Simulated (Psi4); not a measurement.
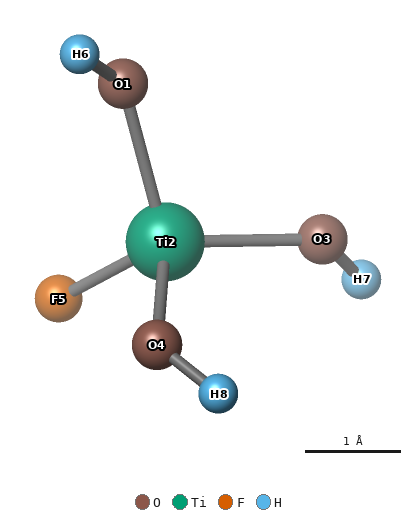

Figure 1. The input geometry (ball-and-stick view, seen at a tilt; atoms are numbered from 1 in the order of the input). Sticks mark near contacts. Bond lengths as drawn: F–Ti 1.77 Å, H–O 0.96 Å and O–Ti 1.79 Å.

## Run report: TiH3O3F, single-point calculation

The run: single-point calculation of TiH3O3F, SMILES [OH][Ti]([OH])([OH])[F]. Method and program: MP2/def2-QZVPP, RHF (Psi4 1.11).

The geometry was optimised with PBE0/def2-TZVP.

Input file (calc.py):
```python
import psi4

psi4.set_memory(3300000000)
psi4.set_num_threads(2)
psi4.set_output_file('output.dat', False)

with open('fh3o3ti.xyz') as f:
    atoms = ''.join(f.readlines()[2:])
molecule = psi4.geometry('0 1\n' + atoms + 'symmetry c1')

psi4.set_options({
    'basis': 'def2-QZVPP',
    'scf_type': 'df',
    'num_frozen_docc': 9,
})

result, w = psi4.energy('mp2', molecule=molecule, return_wfn=True)
print('E =', round(result, 9))
for k, v in sorted(psi4.core.scalar_variables().items()):
    print(f'{k:45s} {v:18.10f}')
```

File fh3o3ti.xyz:
```
8
FH3O3Ti
O     -0.851225     1.484815     0.631000
Ti     0.191119     0.291674    -0.208537
O      1.549604    -0.142771     0.869692
O     -0.776243    -1.154483    -0.620654
F      0.833693     0.979598    -1.705985
H     -1.806497     1.547108     0.674500
H      2.486829    -0.279285     0.726890
H     -0.749243    -2.073211    -0.352751
```

Run as:
```bash
python calc.py
```

Log:
```
Psi4 1.11 release

   => Loading Basis Set <=

    Name: DEF2-QZVPP
    Role: ORBITAL
    Keyword: BASIS

         ---------------------------------------------------------
                                   SCF
                              RHF Reference
                        2 Threads,   3147 MiB Core
         ---------------------------------------------------------

  ==> Geometry <==

    Molecular point group: c1
    Full point group: C1

    Geometry (in Angstrom), charge = 0, multiplicity = 1:

       Center              X                  Y                   Z               Mass
    ------------   -----------------  -----------------  -----------------  -----------------
         O           -1.052045717448     1.189919265949     0.862249495930    15.994914619570
         TI          -0.009701717448    -0.003221734051     0.022712495930    47.947941980000
         O            1.348783282552    -0.437666734051     1.100941495930    15.994914619570
         O           -0.977063717448    -1.449378734051    -0.389404504070    15.994914619570
         F            0.632872282552     0.684702265949    -1.474735504070    18.998403162730
         H           -2.007317717448     1.252212265949     0.905749495930     1.007825032230
         H            2.286008282552    -0.574180734051     0.958139495930     1.007825032230
         H           -0.950063717448    -2.368106734051    -0.121501504070     1.007825032230

  Running in c1 symmetry.

  Rotational constants: A =      0.11114  B =      0.10800  C =      0.10718 [cm^-1]
  Rotational constants: A =   3331.93514  B =   3237.84928  C =   3213.29158 [MHz]
  Nuclear repulsion =  328.181784194959562

  Charge       = 0
  Multiplicity = 1
  Electrons    = 58
  Nalpha       = 29
  Nbeta        = 29

  ==> Algorithm <==

  SCF Algorithm Type is DF.
  DIIS enabled.
  MOM disabled.
  Fractional occupation disabled.
  Guess Type is SAD.
  Energy threshold   = 1.00e-08
  Density threshold  = 1.00e-08
  Integral threshold = 1.00e-12

  ==> Primary Basis <==

  Basis Set: DEF2-QZVPP
    Blend: DEF2-QZVPP
    Number of shells: 125
    Number of basis functions: 411
    Number of Cartesian functions: 512
    Spherical Harmonics?: true
    Max angular momentum: 4

   => Loading Basis Set <=

    Name: (DEF2-QZVPP AUX)
    Role: JKFIT
    Keyword: DF_BASIS_SCF

  ==> Integral Setup <==

  DFHelper Memory: AOs need 0.753 GiB; user supplied 2.305 GiB.
  SCF_SUBTYPE=INCORE selected. In-core MEM_DF algorithm will be used.
  Using in-core AOs.

  ==> MemDFJK: Density-Fitted J/K Matrices <==

    J tasked:                   Yes
    K tasked:                   Yes
    wK tasked:                   No
    Memory [MiB]:              2360
    Algorithm:                 Core
    Schwarz Cutoff:           1E-12
    Mask sparsity (%):      11.3307
    Fitting Condition:        1E-10

   => Auxiliary Basis Set <=

  Basis Set: (DEF2-QZVPP AUX)
    Blend: DEF2-UNIVERSAL-JKFIT
    Number of shells: 176
    Number of basis functions: 626
    Number of Cartesian functions: 809
    Spherical Harmonics?: true
    Max angular momentum: 6

  Minimum eigenvalue in the overlap matrix is 1.0981679981E-04.
  Reciprocal condition number of the overlap matrix is 1.4989501837E-05.
    Using symmetric orthogonalization.

  ==> Pre-Iterations <==

  SCF Guess: Superposition of Atomic Densities via on-the-fly atomic UHF (no occupation information).

   -------------------------
    Irrep   Nso     Nmo
   -------------------------
     A        411     411
   -------------------------
    Total     411     411
   -------------------------

  ==> Iterations <==

                           Total Energy        Delta E     RMS |[F,P]|

   @DF-RHF iter SAD: -1172.06843001615562   -1.17207e+03   0.00000e+00
   @DF-RHF iter   1: -1174.11023216378817   -2.04180e+00   2.87313e-03 DIIS/ADIIS
   @DF-RHF iter   2: -1174.12800888793981   -1.77767e-02   2.95487e-03 DIIS/ADIIS
   @DF-RHF iter   3: -1174.58602225338632   -4.58013e-01   3.15485e-04 DIIS/ADIIS
   @DF-RHF iter   4: -1174.59212941901956   -6.10717e-03   5.94846e-05 DIIS
   @DF-RHF iter   5: -1174.59256822059228   -4.38802e-04   1.69362e-05 DIIS
   @DF-RHF iter   6: -1174.59261468346608   -4.64629e-05   9.02254e-06 DIIS
   @DF-RHF iter   7: -1174.59262394368056   -9.26021e-06   2.45429e-06 DIIS
   @DF-RHF iter   8: -1174.59262539874180   -1.45506e-06   7.07597e-07 DIIS
   @DF-RHF iter   9: -1174.59262552448695   -1.25745e-07   2.11465e-07 DIIS
   @DF-RHF iter  10: -1174.59262553735016   -1.28632e-08   7.55531e-08 DIIS
   @DF-RHF iter  11: -1174.59262553900908   -1.65892e-09   2.24586e-08 DIIS
   @DF-RHF iter  12: -1174.59262553913959   -1.30512e-10   1.15657e-08 DIIS
   @DF-RHF iter  13: -1174.59262553915505   -1.54614e-11   4.13380e-09 DIIS
  Energy and wave function converged.

  ==> Post-Iterations <==

    Orbital Energies [Eh]
    ---------------------

    Doubly Occupied:

       1A   -183.464767     2A    -26.259183     3A    -21.666468
       4A    -20.564416     5A    -20.563728     6A    -20.557616
       7A    -18.030371     8A    -18.030277     9A    -18.030113
      10A     -3.057917    11A     -1.981421    12A     -1.977103
      13A     -1.975536    14A     -1.522938    15A     -1.321009
      16A     -1.311100    17A     -1.306344    18A     -0.701116
      19A     -0.696808    20A     -0.689403    21A     -0.655464
      22A     -0.633065    23A     -0.628804    24A     -0.558434
      25A     -0.547019    26A     -0.535797    27A     -0.522307
      28A     -0.509940    29A     -0.504455

    Virtual:

      30A      0.037475    31A      0.046108    32A      0.054493
      33A      0.058828    34A      0.108594    35A      0.112422
      36A      0.119374    37A      0.122236    38A      0.132337
      39A      0.147894    40A      0.157053    41A      0.157769
      42A      0.160673    43A      0.163157    44A      0.181666
      45A      0.188234    46A      0.200279    47A      0.205391
      48A      0.222262    49A      0.235381    50A      0.239006
      51A      0.412892    52A      0.424668    53A      0.430335
      54A      0.437233    55A      0.448759    56A      0.459073
      57A      0.467604    58A      0.477802    59A      0.490531
      60A      0.494323    61A      0.512524    62A      0.516433
      63A      0.524165    64A      0.525371    65A      0.535858
      66A      0.539667    67A      0.548646    68A      0.558499
      69A      0.563052    70A      0.577062    71A      0.603965
      72A      0.621916    73A      0.643011    74A      0.651503
      75A      0.738434    76A      0.771371    77A      0.798704
      78A      0.844114    79A      0.867043    80A      0.890392
      81A      0.899670    82A      0.935922    83A      0.950422
      84A      0.980447    85A      1.000237    86A      1.013412
      87A      1.053360    88A      1.078017    89A      1.093427
      90A      1.109324    91A      1.141128    92A      1.163811
      93A      1.176648    94A      1.194334    95A      1.222549
      96A      1.235241    97A      1.254259    98A      1.264799
      99A      1.278977   100A      1.311711   101A      1.313941
     102A      1.354474   103A      1.389774   104A      1.425445
     105A      1.451149   106A      1.460034   107A      1.473902
     108A      1.489838   109A      1.513369   110A      1.527273
     111A      1.544287   112A      1.588178   113A      1.614535
     114A      1.630248   115A      1.654829   116A      1.658324
     117A      1.667149   118A      1.695156   119A      1.708125
     120A      1.726788   121A      1.749521   122A      1.765821
     123A      1.787936   124A      1.866493   125A      1.890453
     126A      1.910937   127A      1.919522   128A      1.966536
     129A      1.979284   130A      1.995857   131A      2.004026
     132A      2.033150   133A      2.049537   134A      2.064398
     135A      2.082927   136A      2.089483   137A      2.105461
     138A      2.139395   139A      2.149384   140A      2.174292
     141A      2.189351   142A      2.223337   143A      2.261632
     144A      2.318723   145A      2.343411   146A      2.356010
     147A      2.378331   148A      2.398301   149A      2.437174
     150A      2.467629   151A      2.488277   152A      2.521334
     153A      2.537555   154A      2.598599   155A      2.605084
     156A      2.628721   157A      2.665774   158A      2.699714
     159A      2.726571   160A      2.800978   161A      2.821704
     162A      2.844578   163A      2.905066   164A      2.910455
     165A      2.965511   166A      3.018556   167A      3.049500
     168A      3.054159   169A      3.146077   170A      3.154184
     171A      3.187353   172A      3.267034   173A      3.315331
     174A      3.340551   175A      3.399883   176A      3.421491
     177A      3.443706   178A      3.459656   179A      3.552721
     180A      3.603100   181A      3.642138   182A      3.696494
     183A      3.706907   184A      3.732137   185A      3.739907
     186A      3.766792   187A      3.778795   188A      3.787508
     189A      3.830446   190A      3.858295   191A      3.891359
     192A      3.945058   193A      3.966877   194A      4.006566
     195A      4.024950   196A      4.138364   197A      4.141848
     198A      4.178977   199A      4.194604   200A      4.218648
     201A      4.238648   202A      4.285063   203A      4.332981
     204A      4.425122   205A      4.446865   206A      4.466651
     207A      4.492647   208A      4.494020   209A      4.519899
     210A      4.542721   211A      4.553756   212A      4.584133
     213A      4.592438   214A      4.604858   215A      4.634190
     216A      4.644900   217A      4.677227   218A      4.719924
     219A      4.742321   220A      4.757543   221A      4.770452
     222A      4.845772   223A      4.887165   224A      4.921485
     225A      4.939478   226A      4.985079   227A      5.025703
     228A      5.062768   229A      5.066216   230A      5.094083
     231A      5.177031   232A      5.201682   233A      5.363270
     234A      5.378912   235A      5.396853   236A      5.451438
     237A      5.621067   238A      5.646196   239A      5.655948
     240A      5.671789   241A      5.735337   242A      5.822624
     243A      5.838630   244A      5.860041   245A      5.884900
     246A      5.924863   247A      5.936516   248A      6.027340
     249A      6.051705   250A      6.106429   251A      6.116535
     252A      6.122868   253A      6.132548   254A      6.148521
     255A      6.153559   256A      6.202495   257A      6.261915
     258A      6.294435   259A      6.366880   260A      6.727144
     261A      6.746956   262A      6.791446   263A      6.804071
     264A      6.821957   265A      6.869975   266A      7.025854
     267A      7.045432   268A      7.056604   269A      7.064344
     270A      7.075520   271A      7.109679   272A      7.209459
     273A      7.229577   274A      7.253016   275A      7.576973
     276A      7.586477   277A      7.617544   278A      7.657580
     279A      7.665570   280A      7.687535   281A      7.692736
     282A      7.728317   283A      7.772980   284A      7.795893
     285A      7.851859   286A      7.877846   287A      7.889752
     288A      8.140237   289A      8.151924   290A      8.168091
     291A      8.178602   292A      8.198302   293A      8.201253
     294A      8.250855   295A      8.254692   296A      8.274305
     297A      8.368416   298A      8.399533   299A      8.406492
     300A      8.744040   301A      8.947688   302A      8.969863
     303A      9.004734   304A      9.086584   305A      9.096839
     306A      9.107487   307A      9.219755   308A      9.239022
     309A      9.263301   310A      9.398531   311A      9.400233
     312A      9.412918   313A      9.422134   314A      9.427067
     315A      9.438352   316A      9.625455   317A      9.652681
     318A      9.669181   319A      9.681764   320A      9.702935
     321A      9.867478   322A     10.685077   323A     10.691929
     324A     10.693877   325A     10.727582   326A     10.732645
     327A     10.773805   328A     10.918443   329A     10.943933
     330A     10.953972   331A     11.340298   332A     11.348566
     333A     11.373941   334A     11.412152   335A     11.441218
     336A     11.459897   337A     11.625603   338A     11.643644
     339A     11.679025   340A     11.706783   341A     11.734746
     342A     11.742731   343A     11.774206   344A     11.779331
     345A     11.800842   346A     11.919452   347A     11.966694
     348A     11.977056   349A     12.018321   350A     12.022765
     351A     12.026359   352A     12.028750   353A     12.029636
     354A     12.030810   355A     12.057795   356A     12.095251
     357A     12.118358   358A     12.129266   359A     12.159322
     360A     12.309005   361A     12.427693   362A     12.480856
     363A     12.525299   364A     12.637383   365A     12.645251
     366A     12.649427   367A     12.948323   368A     12.968391
     369A     12.988334   370A     12.996356   371A     13.036709
     372A     13.069533   373A     13.117801   374A     13.190946
     375A     13.196806   376A     14.475118   377A     14.493231
     378A     14.499260   379A     14.556567   380A     14.580150
     381A     14.583513   382A     14.608599   383A     14.631137
     384A     14.740070   385A     15.338454   386A     15.348358
     387A     15.408649   388A     15.412574   389A     15.541890
     390A     15.545122   391A     15.689079   392A     16.205657
     393A     16.702069   394A     16.704581   395A     17.031864
     396A     17.035491   397A     17.273465   398A     17.287288
     399A     17.303715   400A     17.325829   401A     25.445871
     402A     49.374224   403A     49.388309   404A     49.411573
     405A     55.655537   406A     83.114997   407A    256.479581
     408A    256.495709   409A    256.530601   410A    288.890229
     411A    519.986160

    Final Occupation by Irrep:
              A
    DOCC [    29 ]
    NA   [    29 ]
    NB   [    29 ]

  @DF-RHF Final Energy: -1174.59262553915505

   => Energetics <=

    Nuclear Repulsion Energy =            328.1817841949595618
    One-Electron Energy =               -2267.9429808754057376
    Two-Electron Energy =                 765.1685711412910678
    Total Energy =                      -1174.5926255391550512

Computation Completed

Properties will be evaluated at   0.000000,   0.000000,   0.000000 [a0]

Properties computed using the SCF density matrix

 Multipole Moments:

 ------------------------------------------------------------------------------------
     Multipole            Electronic (a.u.)      Nuclear  (a.u.)        Total (a.u.)
 ------------------------------------------------------------------------------------

 L = 1.  Multiply by 2.5417464519 to convert [e a0] to [Debye]
 Dipole X            :          1.1019847           -1.1934936           -0.0915089
 Dipole Y            :          1.4095462           -2.2216425           -0.8120963
 Dipole Z            :         -2.5569155            2.9474715            0.3905560
 Magnitude           :                                                    0.9057639

 ------------------------------------------------------------------------------------

	total time  =         18 seconds =       0.30 minutes

  //>>>>>>>>>>>>>>>>>>>>>>>>>>>>>>>>>>>//
  //               DFMP2               //
  //<<<<<<<<<<<<<<<<<<<<<<<<<<<<<<<<<<<//

   => Loading Basis Set <=

    Name: (DEF2-QZVPP AUX)
    Role: RIFIT
    Keyword: DF_BASIS_MP2

	 --------------------------------------------------------
	                          DF-MP2
	      2nd-Order Density-Fitted Moller-Plesset Theory
	              RMP2 Wavefunction,   2 Threads

	 --------------------------------------------------------

   => Auxiliary Basis Set <=

  Basis Set: (DEF2-QZVPP AUX)
    Blend: DEF2-QZVPP-RI
    Number of shells: 241
    Number of basis functions: 1041
    Number of Cartesian functions: 1443
    Spherical Harmonics?: true
    Max angular momentum: 6

	 --------------------------------------------------------
	                 NBF =   411, NAUX =  1041
	 --------------------------------------------------------
	   CLASS    FOCC     OCC    AOCC    AVIR     VIR    FVIR
	   PAIRS       9      29      20     382     382       0
	 --------------------------------------------------------

	-----------------------------------------------------------
	 ==================> DF-MP2 Energies <====================
	-----------------------------------------------------------
	 Reference Energy          =   -1174.5926255391550512 [Eh]
	 Singles Energy            =      -0.0000000000000000 [Eh]
	 Same-Spin Energy          =      -0.4077684699846905 [Eh]
	 Opposite-Spin Energy      =      -1.1223989206174518 [Eh]
	 Correlation Energy        =      -1.5301673906021422 [Eh]
	 Total Energy              =   -1176.1227929297572246 [Eh]
	-----------------------------------------------------------
	 ================> DF-SCS-MP2 Energies <==================
	-----------------------------------------------------------
	 SCS Same-Spin Scale       =       0.3333333333333333 [-]
	 SCS Opposite-Spin Scale   =       1.2000000000000000 [-]
	 SCS Same-Spin Energy      =      -0.1359228233282301 [Eh]
	 SCS Opposite-Spin Energy  =      -1.3468787047409421 [Eh]
	 SCS Correlation Energy    =      -1.4828015280691722 [Eh]
	 SCS Total Energy          =   -1176.0754270672241546 [Eh]
	-----------------------------------------------------------

	total time  =          7 seconds =       0.12 minutes
```

Standard output:
```
E = -1176.12279293
CURRENT CORRELATION ENERGY                         -1.5301673906
CURRENT ENERGY                                  -1176.1227929298
CURRENT REFERENCE ENERGY                        -1174.5926255392
CUSTOM SCS-MP2 CORRELATION ENERGY                  -1.4828015281
CUSTOM SCS-MP2 TOTAL ENERGY                     -1176.0754270672
DD SOLVATION ENERGY                                 0.0000000000
HF KINETIC ENERGY                                1174.3791698190
HF POTENTIAL ENERGY                             -2348.9717953581
HF TOTAL ENERGY                                 -1174.5926255392
HF VIRIAL RATIO                                     2.0001817605
MP2 CORRELATION ENERGY                             -1.5301673906
MP2 DOUBLES ENERGY                                 -1.5301673906
MP2 OPPOSITE-SPIN CORRELATION ENERGY               -1.1223989206
MP2 SAME-SPIN CORRELATION ENERGY                   -0.4077684700
MP2 SINGLES ENERGY                                 -0.0000000000
MP2 TOTAL ENERGY                                -1176.1227929298
NUCLEAR REPULSION ENERGY                          328.1817841950
ONE-ELECTRON ENERGY                             -2267.9429808754
PCM POLARIZATION ENERGY                             0.0000000000
PE ENERGY                                           0.0000000000
SCF ITERATION ENERGY                            -1174.5926255392
SCF ITERATIONS                                     13.0000000000
SCF TOTAL ENERGY                                -1174.5926255392
SCS-MP2 CORRELATION ENERGY                         -1.4828015281
SCS-MP2 TOTAL ENERGY                            -1176.0754270672
TWO-ELECTRON ENERGY                               765.1685711413
```

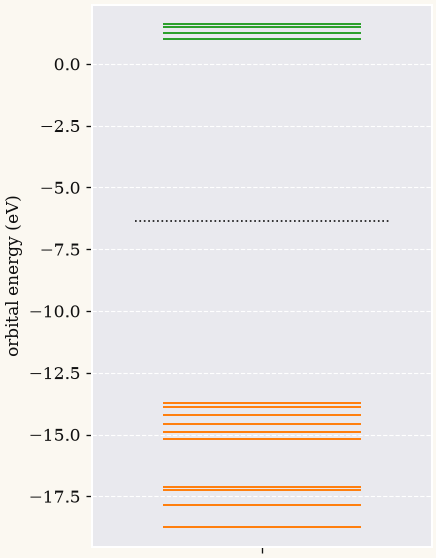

Figure 2. Orbital energies near the frontier (SCF reference); the dotted line parts filled from empty levels, and levels within 0.02 eV of each other stand side by side. Highest filled −13.73 eV, lowest empty 1.02 eV, 14.75 eV apart.

Key numbers:

| quantity | value |
| --- | --- |
| outcome | converged |
| total energy | −1176.122793 hartree |
| SCF energy | −1174.592626 hartree |
| MP2 energy | −1176.122793 hartree |
| correlation energy | −1.530167 hartree |
| basis functions | 411 |
| HOMO of the SCF reference | −13.73 eV |
| LUMO of the SCF reference | 1.02 eV |
| hardware | 2 threads of Intel Xeon @ 2.50GHz (Skylake/Cascade Lake), 189 GiB of memory available, shared host |
| wall time | 29 s (CPU time 57 s) |
| peak memory | 1.8 GiB |
